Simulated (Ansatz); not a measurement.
System: CH$_{5}$BOZn (SMILES BC[O][ZnH]).

The calculation's input:

```
crystal:
  periodic: [false, false, false]
  atoms:
    - { symbol: B, position_ang: [0.1668, 0.8191, -0.7024] }
    - { symbol: C, position_ang: [0.5687, -0.6271, -0.4029] }
    - { symbol: O, position_ang: [1.03, -0.7026, 0.8869] }
    - { symbol: Zn, position_ang: [-0.8503, -0.0061, 1.7002] }
    - { symbol: H, position_ang: [-0.3263, 1.1249, -1.792] }
    - { symbol: H, position_ang: [0.2179, 1.724, 0.1058] }
    - { symbol: H, position_ang: [-0.2696, -1.3033, -0.5074] }
    - { symbol: H, position_ang: [1.4066, -0.9073, -1.1211] }
    - { symbol: H, position_ang: [-1.8554, -0.1679, 1.8158] }
basis:
  gaussian: { orbitals: def2-SVP }
hamiltonian:
  xc: b3lyp
relax:
  f_tol: 0.015
  max_steps: 40
output:
  orbitals: {}
```

Run with:

```sh
ansatz run input.yaml --threads 2 --pin off --max-ram 3072MiB --backend cpu --events-out ev --progress --plain --runs-dir out
```

The fields are those of the relaxed geometry.

Theory: RKS B3LYP/def2-SVP (Ansatz).

Predict the electron density and electron localisation function between the atoms.

Answer. C–O (1.39 Å): the density is about 2.1 e/Å³ at the midpoint, with its minimum of 1.8 e/Å³ about 0.5 Å from C; the ELF peaks at about 0.90 between the atoms; a shared but strongly polarised pair.
C–B (1.55 Å): ρ at the midpoint is about 1.5 e/Å³; the ELF peaks at about 1 between the atoms: a covalent bond.
Zn–O (1.78 Å): ρ at the midpoint is about 0.83 e/Å³; the ELF peaks at about 0.80 in the valence shell of O, 0.6 Å from its nucleus, and is about 0.15 at the midpoint.
B–H (1.21 Å): ρ at the midpoint is about 1.2 e/Å³; the ELF climbs to about 1 towards the hydrogen, as it does in any bond to H (an ordinary covalent bond to hydrogen).

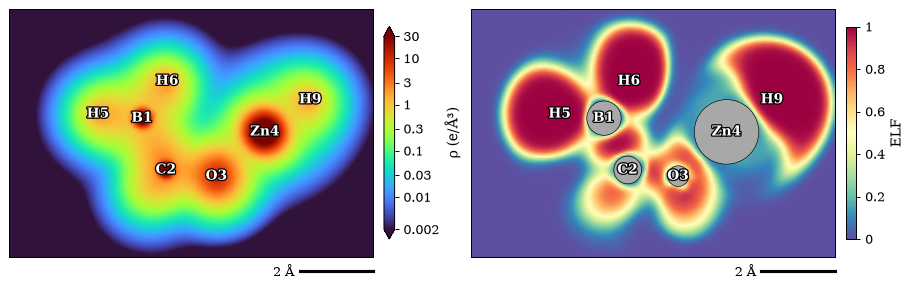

Computed electron density and electron localisation function on the plane of atoms C2, B1 and H6, in this order. Grey discs cover the atomic cores in the ELF map. 
